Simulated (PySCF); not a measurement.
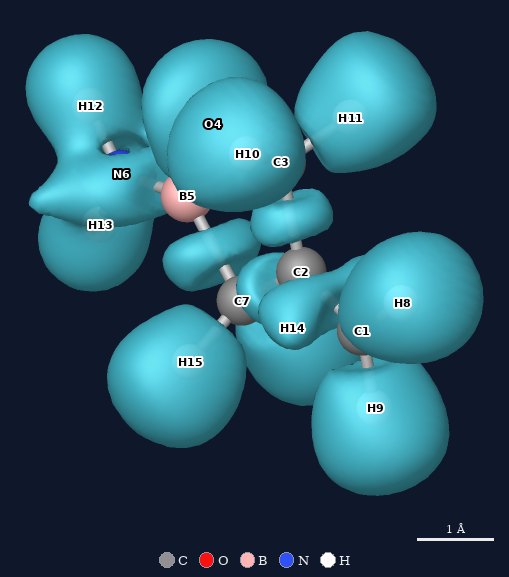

*C₄H₈BNO (SMILES C=C1COB(N)C1). Isosurface of the electron localisation function at 0.75 (cyan), seen at an oblique angle. Core shells and regions of very low density are left out.*

Geometry: GFN2-xTB.

Theory: B3LYP/def2-SVPD, SCF density, gas phase (PySCF).

```yaml
atoms:
  - { symbol: C, position_ang: [-2.3610, 0.2232, -0.2244] }
  - { symbol: C, position_ang: [-1.0542, 0.0312, -0.1984] }
  - { symbol: C, position_ang: [-0.2928, -0.7776, -1.2250] }
  - { symbol: O, position_ang: [1.0762, -0.7572, -0.8859] }
  - { symbol: B, position_ang: [1.2986, -0.0290, 0.2498] }
  - { symbol: N, position_ang: [2.5811, 0.1248, 0.7709] }
  - { symbol: C, position_ang: [-0.0787, 0.5571, 0.8204] }
  - { symbol: H, position_ang: [-2.9810, -0.1984, -0.9979] }
  - { symbol: H, position_ang: [-2.8612, 0.8094, 0.5272] }
  - { symbol: H, position_ang: [-0.6370, -1.8199, -1.2456] }
  - { symbol: H, position_ang: [-0.4151, -0.3591, -2.2325] }
  - { symbol: H, position_ang: [3.3873, -0.2869, 0.3364] }
  - { symbol: H, position_ang: [2.7895, 0.6493, 1.5995] }
  - { symbol: H, position_ang: [-0.1211, 1.6463, 0.8661] }
  - { symbol: H, position_ang: [-0.3348, 0.1946, 1.8176] }
```

> Identify the bonds, lone pairs and shells in this picture.

The surface consists of one region between bonded B–C atoms (shared pairs), three regions between bonded C–C atoms (shared pairs), six regions around hydrogen nuclei, one region on O in which the atom's valence shell and bonds are merged and one joined region spread over several atoms (H, N), in which their bonds and any lone pairs are merged. Profiles from the grid: C–C (1.32 Å): the ELF peaks at about 0.95 between the atoms: a multiple bond. B–O (1.37 Å): the ELF peaks at about 0.90 between the atoms: a short, strongly polar bond.
